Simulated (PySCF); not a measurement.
**CH$_{5}$BCl$_{2}$Si (BCl2(CH2SiH3)): density, localisation and related maps**

Input

```
{"job": {"kind": "uv", "xc": "wB97X-D", "basis": "def2-SVPD", "ip": false, "nstates": 10}, "charge": 0, "multiplicity": 1}
B      0.703646     1.145010    -0.682252
Cl     2.456458     1.190614    -0.571556
Cl    -0.162092     2.671875    -0.593398
C     -0.056712    -0.196885    -0.779821
Si    -0.500468    -0.826657     0.956015
H     -1.010303    -0.085520    -1.319546
H      0.552507    -0.982424    -1.253236
H      0.741132    -1.013602     1.763603
H     -1.388287     0.156230     1.643998
H     -1.211252    -2.135391     0.840603
```

Command:

```sh
OMP_NUM_THREADS=1 python probes_run.py task.json out
```

Geometry: PBE0-D3(BJ)/def2-SVP.

Method: PySCF 2.14.0, wB97X-D/def2-SVPD, SCF density, gas phase.

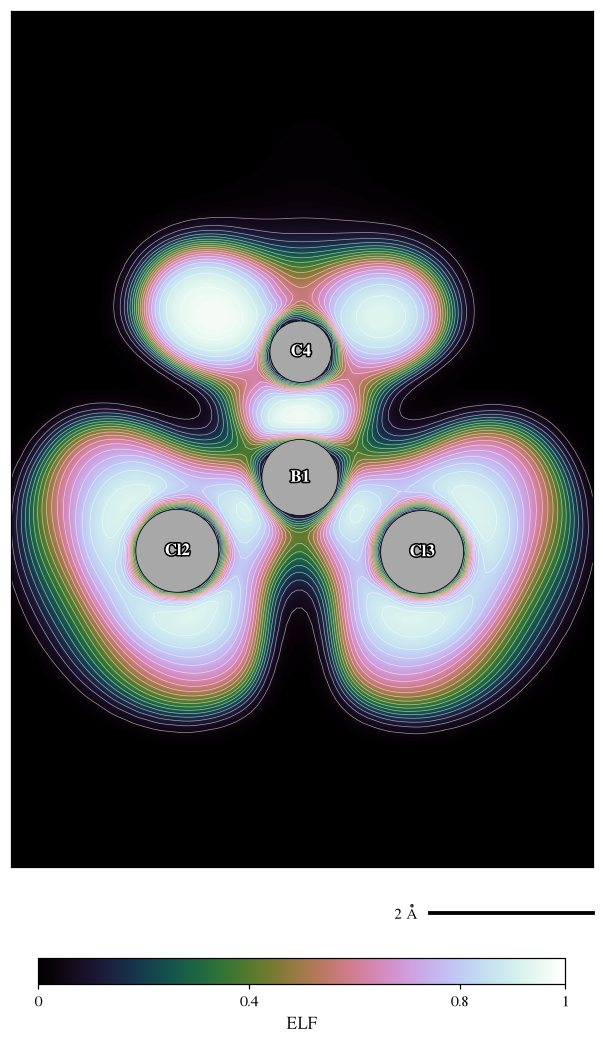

Figure 1. Electron localisation function on the plane of atoms Cl3, B1 and C4. Grey discs cover the atomic cores.

Read the bonding off the picture.

The plane passes through B, Cl and C nuclei. C–B (1.55 Å): the ELF peaks at about 0.95 between the atoms (a shared electron pair). B–Cl (1.76 Å): the ELF peaks at about 0.90 between the atoms; a shared but strongly polarised pair. The ELF also peaks beside Cl3 and Cl2, away from the bonds: lone-pair regions.

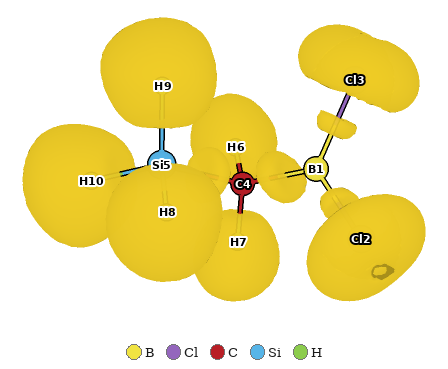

Figure 2. Isosurface of the ELF at 0.85 (yellow), seen across its widest extent. Only the valence region is drawn (cores and ρ < 0.01 e/Å³ removed).

Where are the electrons localised?

At this value the surface marks out one region between bonded B–C atoms (shared pairs), two regions between bonded B–Cl atoms (shared pairs), one region between bonded C–Si atoms (shared pairs), five regions around hydrogen nuclei and two rings or bowls of non-bonding electrons around Cl.

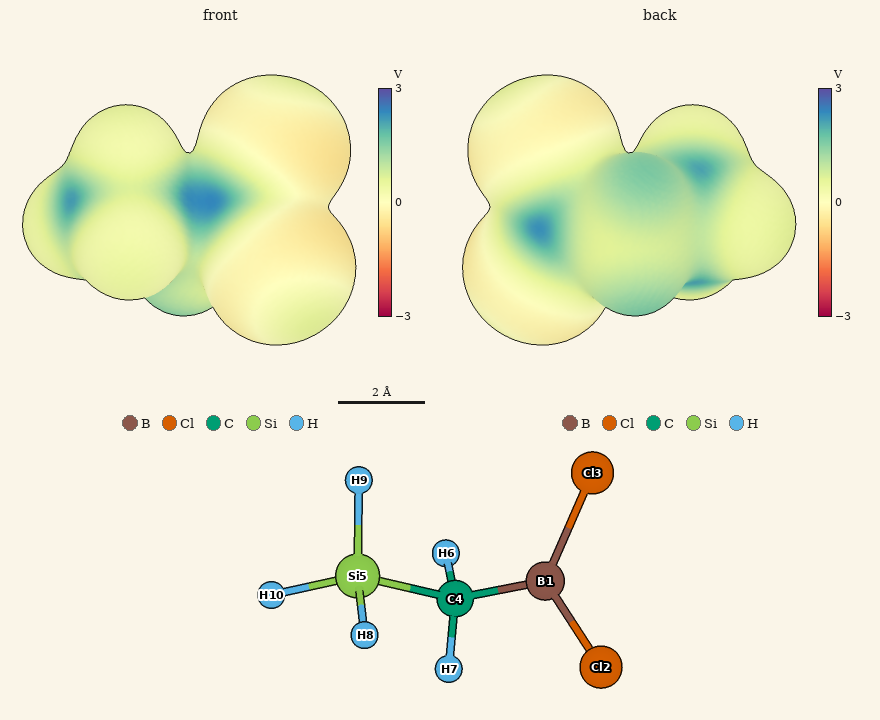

Figure 3. The electrostatic potential painted on the density surface at 0.004 e/bohr³, seen from the front and from behind; red is negative and blue positive. The bare structure is drawn below in the same view.

Which sites attract a positive test charge, and which a negative one?

A positive charge is drawn to the negative regions and a negative charge to the positive ones. The most negative region (about −0.5 V) lies over Cl2 and Cl3, the most positive (about +2.3 V) over B1 and Si5. Cl2 shows a σ-hole: about +0.5 V at the tip opposite its bond, against about −0.2 V on its flanks. Cl3 shows a σ-hole: about +0.5 V at the tip opposite its bond, against about −0.2 V on its flanks.

How polar is the molecule by this calculation?

Its dipole moment is 1.71 D.
